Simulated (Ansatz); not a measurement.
## Nudged elastic band, with input and output: TiPH3Cl4

System: TiPH3Cl4.
Method: RHF/def2-SVP (Ansatz 0.2.0).

The run did not end well. One setting was made poor on purpose. It belongs to a series of runs on one base structure; here: an input spoilt on purpose.

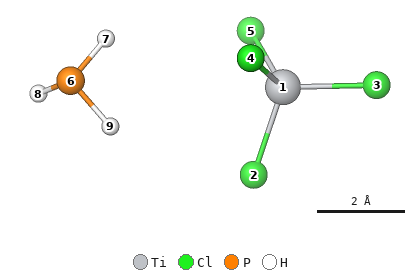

**Figure 1.** The input geometry (ball-and-stick view, seen at a tilt; atoms are numbered from 1 in the order of the input). Sticks mark near contacts.

The input
```yaml
crystal:
  periodic: [false, false, false]
  atoms:
    - { symbol: Ti, position_ang: [0.775097, -0.044058, -0.22083] }
    - { symbol: Cl, position_ang: [1.04495, -0.030574, 1.931766] }
    - { symbol: Cl, position_ang: [2.699668, 0.178219, -1.192795] }
    - { symbol: Cl, position_ang: [-0.520666, 1.597493, -0.79488] }
    - { symbol: Cl, position_ang: [-0.130242, -1.920126, -0.824902] }
    - { symbol: P, position_ang: [-3.839775, 0.150097, 1.63393] }
    - { symbol: H, position_ang: [-3.379982, -0.574391, 0.511761] }
    - { symbol: H, position_ang: [-4.172276, -0.990741, 2.397959] }
    - { symbol: H, position_ang: [-2.560275, 0.321982, 2.207391] }
basis:
  gaussian: { orbitals: def2-SVP }
hamiltonian:
  xc: hf
neb:
  order_check: false
  images: 1
  f_tol: 0.03
  max_iterations: 8
  climbing: true
  final_atoms:
    - { symbol: Ti, position_ang: [-0.75507214, 0.11261151, -0.67343435] }
    - { symbol: Cl, position_ang: [-0.11948613, -1.08494274, 3.81073373] }
    - { symbol: Cl, position_ang: [0.6987913, 1.19738186, 0.58885981] }
    - { symbol: Cl, position_ang: [-1.29428237, 1.01202884, -2.59645317] }
    - { symbol: Cl, position_ang: [-0.52683069, -2.0696281, -0.69599207] }
    - { symbol: P, position_ang: [-2.79476642, 0.55721074, 0.58299583] }
    - { symbol: H, position_ang: [-3.50293601, -0.45763417, -0.10169163] }
    - { symbol: H, position_ang: [-2.37385146, -0.26025076, 1.65674913] }
    - { symbol: H, position_ang: [6.58493292, 5.68112382, 9.07763272] }
  initial_path: idpp
```

Run on 4 threads of Arm Neoverse V2, 24 GiB of memory available, shared host.

Launched with:
```bash
ansatz run input.yaml --threads 4 --pin off --max-ram 5120MiB --backend cpu --events-out ev --progress --plain --runs-dir out
```

Output
```
Engine: ansatz 0.2.0, aarch64-unknown-linux-gnu
Functional definition: HF
  exchange = exact_x
  correlation = 0
1427 factors; integrals over basis functions are off by at most 2.3e-4 eV
mean field evaluation 1: about -82396.9511 eV, gradient 4.4e1 eV
mean field evaluation 2: about -82397.0590 eV, gradient 4.4e1 eV
mean field evaluation 4: about -82404.3206 eV, gradient 9.5e0 eV
mean field evaluation 8: about -82404.6153 eV, gradient 1.9e-1 eV
mean field -82404.61584979 eV, -3028.3137766252 hartree, gradient 2.4e-5 eV, S^2 0.000000; 0 other end points of the search recorded, 0 dependent functions left out
the calculation of the forces begins
reference -82404.61584979 eV, -3028.3137766252 hartree; 54, 54 occupied and 82, 82 virtual orbitals, 1427 factors
1414 factors; integrals over basis functions are off by at most 4.1e-4 eV
mean field evaluation 16: about -82380.7605 eV, gradient 3.3e1 eV
mean field evaluation 32: about -82393.3707 eV, gradient 3.2e-1 eV
mean field evaluation 64: about -82372.7616 eV, gradient 4.8e1 eV
mean field evaluation 96: about -82386.2408 eV, gradient 3.7e0 eV
mean field evaluation 128: about -82381.8120 eV, gradient 1.5e1 eV
mean field evaluation 160: about -82380.3518 eV, gradient 1.2e1 eV
mean field evaluation 192: about -82378.8140 eV, gradient 2.6e1 eV
mean field evaluation 224: about -82392.2296 eV, gradient 7.7e0 eV
mean field -82393.37321850 eV, -3027.9006175456 hartree, gradient 2.6e-8 eV, S^2 0.000000; 1 other end points of the search recorded, 0 dependent functions left out
[... from here on the field's lines of each further geometry are left out, up to the last ...]
WARN: NEB end point (image 2): max|allowed force component| = 3.594e-1 eV/Å (the criterion of neb.relax_end_points is 1.000e-2). That is over neb.f_tol: it is no minimum, so the barrier can be far off. Relax it first
NEB iter   1: max|band force component| = 2.079e0 eV/Å  barrier→ = 12.4885 eV  barrier← = 1.2458 eV  Δτ_max = 0.2000 Å  (1000 SCF iters)
NEB iter   2: max|band force component| = 1.909e0 eV/Å  barrier→ = 11.5961 eV  barrier← = 0.3535 eV  Δτ_max = 0.1968 Å  (180 SCF iters)
NEB iter   3: max|band force component| = 2.311e0 eV/Å  barrier→ = 11.2426 eV  barrier← = 0.0000 eV  Δτ_max = 0.2000 Å  (130 SCF iters)
NEB iter   4: max|band force component| = 2.000e0 eV/Å  barrier→ = 11.2426 eV  barrier← = 0.0000 eV  Δτ_max = 0.2000 Å  (113 SCF iters)
NEB iter   5: max|band force component| = 1.332e0 eV/Å  barrier→ = 11.2426 eV  barrier← = 0.0000 eV  Δτ_max = 0.2000 Å  (99 SCF iters)
NEB iter   6: max|band force component| = 4.255e-1 eV/Å  barrier→ = 9.0486 eV  barrier← = -2.1940 eV  CI = image 1  Δτ_max = 0.1970 Å  (97 SCF iters)
the calculation of the forces begins
reference -82395.57576897 eV, -3027.9815597826 hartree; 54, 54 occupied and 82, 82 virtual orbitals, 1425 factors
NEB iter   7: max|band force component| = 2.734e-1 eV/Å  barrier→ = 9.0401 eV  barrier← = -2.2026 eV  CI = image 1  Δτ_max = 0.1001 Å  (96 SCF iters)
these checks for a lower state are left out or cut short: starts, cluster_reference, orbital_swaps, neighbouring_geometries, increment
1426 factors; integrals over basis functions are off by at most 3.5e-4 eV
mean field evaluation 704: about -82395.6185 eV, gradient 1.2e-4 eV
mean field -82395.61851938 eV, -3027.9831308310 hartree, gradient 2.4e-5 eV, S^2 0.000000; 1 other end points of the search recorded, 0 dependent functions left out
the calculation of the forces begins
reference -82395.61851938 eV, -3027.9831308310 hartree; 54, 54 occupied and 82, 82 virtual orbitals, 1426 factors
NEB iter   8: max|band force component| = 1.704e-1 eV/Å  barrier→ = 8.9973 eV  barrier← = -2.2453 eV  CI = image 1  Δτ_max = 0.0501 Å  (98 SCF iters)
```

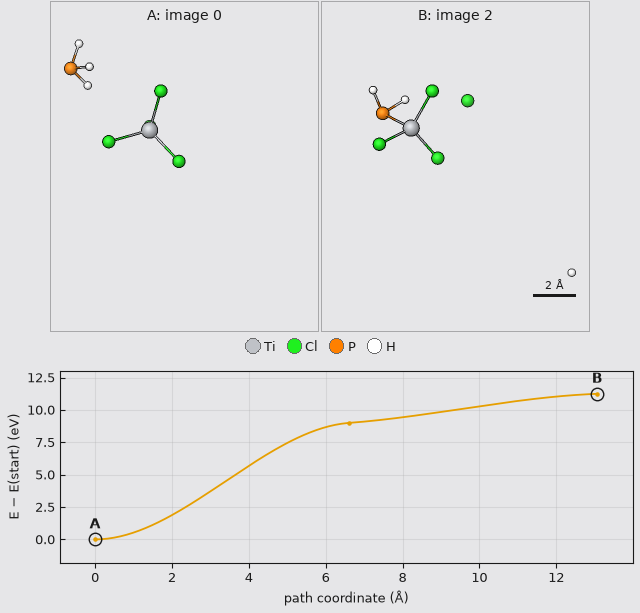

**Figure 2.** Images of the last band (counted from 0; ball-and-stick, seen at a tilt) above the energy along the path; the line is a cubic interpolation that uses the forces. No image lies above both ends; the end is 11.243 eV above the start. The path is 13.07 Å long. The band had not converged after 8 iterations. The end points carry forces over 0.1 eV/Å, so they aren't fully relaxed minima and the barriers are approximate.

```
Unfinished report: {"positions_ang":[[-0.25696337405987485,-0.2821511513528548,-0.4238695598418789],[-0.17989112087201636,-0.8193258645469237,1.7701687004107558],[1.7641882638496433,0.556057814389417,-0.5539644819926419],[-1.2808166648336552,1.076581348481882,-1.867453396138242],[-0.23255932052152367,-2.2187304277050344,-1.4135718122716756],[-2.993428654120094,-0.27750698026707127,0.5259926464844857],[-3.842376049897476,-0.8183182366760918,-0.45981001039510216],[-3.189543313094837,-1.2812007552876965,1.4908236249504725],[0.127889233549834,2.7524952529643745,6.581084288793829]],"unchecked":["starts","cluster_reference","orbital_swaps","neighbouring_geometries","increment"],"mean_field":{"relativity":"none","state":{"energy":{"ev":-82395.61851937906,"hartree":-3027.983130831026},"converged":true,"gradient_ev":0.000024465415869474224,"stability":{"kind":"minimum","curvature_ev":10.647673333633307},"curvature_floor_ev":0.00030000000000000003,"spin_squared":-2.842170943040401e-14},"others":[{"energy":{"ev":-82395.61695735643,"hartree":-3027.983073427753},"converged":true,"gradient_ev":0.000024506672084781402,"stability":{"kind":"minimum","curvature_ev":16.633809868303377},"curvature_floor_ev":0.00030000000000000003,"spin_squared":4.263256414560601e-14}],"fillings":{"estimated":0,"unestimated":0,"tried":0,"untried":0,"excluded_magnetic_sites":0},"n_dropped_functions":0,"n_trapped_functions":0,"passes":{"evaluations":10,"products":88},"factors":{"origin":"Cholesky decomposition","count":1426,"bound_ev":0.0003492458086907916},"gradient_stop_ev":0.00009,"reference_kind":"stationary","symmetry":{"irreps":["A"],"axes":[[0.9911628791867427,-0.032103229158584025,-0.12870714665408978],[0.03322155436105161,0.9994265423612362,0.006550935024849859],[0.12842303238937175,-0.010768895089820152,0.9916610084350713]],"occupied":[{"A":54},{"A":54}]},"held":{"pivots":1420,"left_out":7,"joined":6},"density_repulsion":{"missed_ev":0.00001958292308512849,"excess_ev":5.8782850507348055e-8,"most_excess_ev":0.0002916,"are_drawn_again":false,"n_first_factors":1426,"energy_change_ev":0.0,"n_dropped_ends":0}},"factors":{"origin":"Cholesky decomposition","count":1426,"bound_ev":0.0003492458086907916},"n_frozen":0,"n_occupied":[54,54],"n_virtual":[82,82],"reference":{"ev":-82395.61851937906,"hartree":-3027.983130831026},"total":{"ev":-82395.61851937906,"hartree":-3027.983130831026},"forces_ev_per_angstrom":[[0.2137388741780184,-0.0912608791999978,0.10021297042860507],[0.016503517473504568,0.14517326918284676,-0.07495895693869822],[0.019136770642321603,-0.025248696358726664,-0.060244934416201205],[0.01536277385110332,0.04603425608933192,0.0514467945027457],[-0.0493194658445585,0.020967208571091897,-0.01190695295418081],[-0.1101169219246713,0.05730401317751904,0.1684850798789556],[-0.003409911128953638,-0.03800841157518072,-0.050623384040005465],[-0.05800194482315569,-0.06054792528741725,-0.01341599211809205],[-0.04389369242736883,-0.054412834599841725,-0.10899462434989816]],"charge_distribution":{"dipole_moment_e_ang":[-0.767237012869268,-0.0196539887136103,0.41163773628569705],"mulliken_charges_e":[0.7691286210166624,-0.2866478627084881,-0.2319678720951721,-0.27787348240099163,-0.2260715316904367,0.2057272312839391,0.007401527366603378,0.010839197301520165,0.029464171926363636],"lowdin_charges_e":[-0.8711907333156752,0.09175765915118816,0.17013086290697288,0.10620064563411091,0.19218726861127777,0.4167522890631723,-0.06562050097412553,-0.06956919741616852,0.029351706339228345]},"n_threads":4,"memory_gib":4.261363637633622,"seconds":{"hamiltonian":2.856947132,"orbitals":0.0,"second_order":0.0,"solver_start":0.0,"cycles":0.0,"cycle":0.0,"perturbative":0.0,"full_ci_increment":0.0,"forces":0.0}}
this run last wrote the band of iteration 8 to [file]
Error: NEB band did not converge after 8 iterations: max|band force component| = 1.70e-1 eV/Å (threshold 3.0e-2); raise `neb.max_iterations` in a new run, which can start from the last band evaluated (`neb.initial_path`, with `crystal.atoms` and `neb.final_atoms` set to its first and last images), add images, or start from endpoints closer to local minima. Where this run's directory can be resumed (`checkpoint.write`), a resume goes on for up to `neb.max_iterations` more; to start a new run from the last band, take its images' positions from the `neb_iteration` event of iteration 8 (`data.images[].positions_ang`), in the event stream of the run that computed that iteration (not this run's, if it was resumed behind it). With `checkpoint.write`, `steps/00-neb/state/checkpoint.json` in the run directory holds the last saved band, under `neb.evaluated.images[].positions_ang` (a band under a hybrid functional on support functions is neither saved nor resumed: `neb.initial_path` says where its path is): check the last entry of `neb.iterations` there, which is earlier than 8 if that iteration was not saved or its write failed. If the band's step has no `state` directory and holds `state.next`, a write was cut short, and the file is under `state.next` instead (behind a loss of power it can be under `state.prev`)
this run wrote the band of iteration 8 to [file] as well, whether or not its events were kept: a new run's `neb.initial_path` can list its `images[].positions_ang`
a run's events are kept only if it was started with --events-out <file>, and are in that file
```

The last band as extended XYZ (Å, eV, eV/Å)
```
9
Properties=species:S:1:pos:R:3:forces:R:3 image=0 energy=-82404.61585
Ti    0.7751   -0.0441   -0.2208    0.0001   0.0001   0.0000
Cl    1.0450   -0.0306    1.9318   -0.0008   0.0000  -0.0002
Cl    2.6997    0.1782   -1.1928    0.0008  -0.0008  -0.0004
Cl   -0.5207    1.5975   -0.7949    0.0003   0.0010   0.0003
Cl   -0.1302   -1.9201   -0.8249   -0.0001  -0.0003  -0.0006
P    -3.8398    0.1501    1.6339   -0.0014  -0.0005   0.0003
H    -3.3800   -0.5744    0.5118    0.0014  -0.0003   0.0001
H    -4.1723   -0.9907    2.3980    0.0004  -0.0005   0.0003
H    -2.5603    0.3220    2.2074   -0.0006   0.0014   0.0002
9
Properties=species:S:1:pos:R:3:forces:R:3 image=1 energy=-82395.61852
Ti   -0.2570   -0.2822   -0.4239    0.2137  -0.0913   0.1002
Cl   -0.1799   -0.8193    1.7702    0.0165   0.1452  -0.0750
Cl    1.7642    0.5561   -0.5540    0.0191  -0.0252  -0.0602
Cl   -1.2808    1.0766   -1.8675    0.0154   0.0460   0.0514
Cl   -0.2326   -2.2187   -1.4136   -0.0493   0.0210  -0.0119
P    -2.9934   -0.2775    0.5260   -0.1101   0.0573   0.1685
H    -3.8424   -0.8183   -0.4598   -0.0034  -0.0380  -0.0506
H    -3.1895   -1.2812    1.4908   -0.0580  -0.0605  -0.0134
H     0.1279    2.7525    6.5811   -0.0439  -0.0544  -0.1090
9
Properties=species:S:1:pos:R:3:forces:R:3 image=2 energy=-82393.37322
Ti   -1.2288   -0.2198   -1.4002    0.1610   0.0390   0.3594
Cl   -0.7809   -2.1375    2.8504    0.0095   0.0513   0.0054
Cl   -0.0081    0.7629    0.1579   -0.1321  -0.0749  -0.1911
Cl   -1.7305    0.9523   -3.1813   -0.0165   0.0502  -0.0872
Cl   -0.7432   -2.3263   -1.7766   -0.0030  -0.0232  -0.0476
P    -3.3919   -0.2238   -0.2789    0.0162  -0.0314   0.0126
H    -3.9240   -1.1656   -1.1900   -0.0117   0.0014  -0.0073
H    -2.9558   -1.1742    0.6724    0.0079   0.0240  -0.0033
H     4.6797    4.2199    9.7956   -0.0314  -0.0364  -0.0410
```

What the run reported

- outcome: not converged
- barrier, forward (band not converged): 8.997 eV
- barrier, backward: −2.245 eV
- wall time: 46 s (CPU time 2.8 min)
- peak memory: 0.53 GiB

Diagnosis

The run did not converge: “NEB band did not converge after 8 iterations: max|band force component| = 1.70e-1 eV/Å (threshold 3.0e-2); raise `neb.max_iterations` in a new run, which can start from the last band evaluated (`neb.initial_path`, with `crystal.atoms` and `neb.final_atoms` set to its first and last images), add images, or start from endpoints closer to local minima …” Its last values are not results. A deliberately poor setting: bad input.
